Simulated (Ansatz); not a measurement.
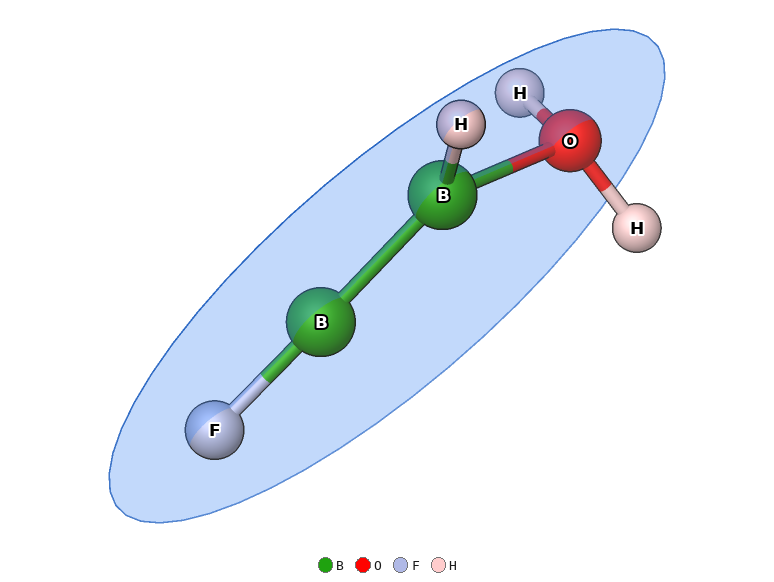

All proper rotation axes (lines) and mirror planes (discs) of the structure are drawn in. Distant atoms are faded towards the background colour. Computed geometry: PBE0-D4/def2-TZVP optimisation. No frequency run is at hand to confirm it as a minimum.

Question: Name the symmetry elements and the point group.

Answer: It has 1 mirror plane. Point group Cs. The group has 2 operations. The geometry is achiral, and symmetry allows a dipole moment.
